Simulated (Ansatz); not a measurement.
Pressure series in hypothetical cubic perovskite CaTiSe3

Base system: CaTiSe3 in the cubic perovskite structure (space group Pm-3m, No. 221; a hypothetical phase, not in the database extracts checked).

Space group Pm-3m (No. 221); a = 4.9205 Å, b = 4.9205 Å, c = 4.9205 Å, α = 90.00°, β = 90.00°, γ = 90.00°

| atom | site | symmetry | x | y | z |
|---|---|---|---|---|---|
| Ca | 1a | m-3m | 0.0000 | 0.0000 | 0.0000 |
| Ti | 1b | m-3m | 0.5000 | 0.5000 | 0.5000 |
| Se | 3c | 4/mm.m | 0.0000 | 0.5000 | 0.5000 |

Cell and atoms are relaxed at each pressure.

Method: PBEsol, PAW, 420 eV (Ansatz, an electronic-structure program; scalar-relativistic without spin-orbit coupling).

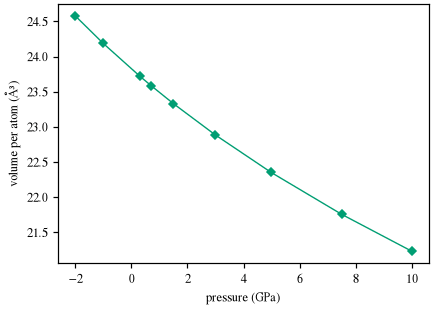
Figure. Volume against pressure

Task: Estimate the zero-pressure bulk modulus from the plot.

Result: About 69 GPa; a third-order Birch–Murnaghan fit to the points gives V₀ = 23.82 Å³/atom, B₀ = 69 GPa and B₀′ = 4.1.

Load acts through the strain it causes; cell and atoms are relaxed under it. Stability against distortions was not tested. Competing high-pressure phases were not computed. The final runs are not spin-polarised. Many cubic perovskites are stable only at high temperature; tilts and polar distortions were not tested. CaTiSe3 has a high density of states at the Fermi level and may be magnetic at this level.
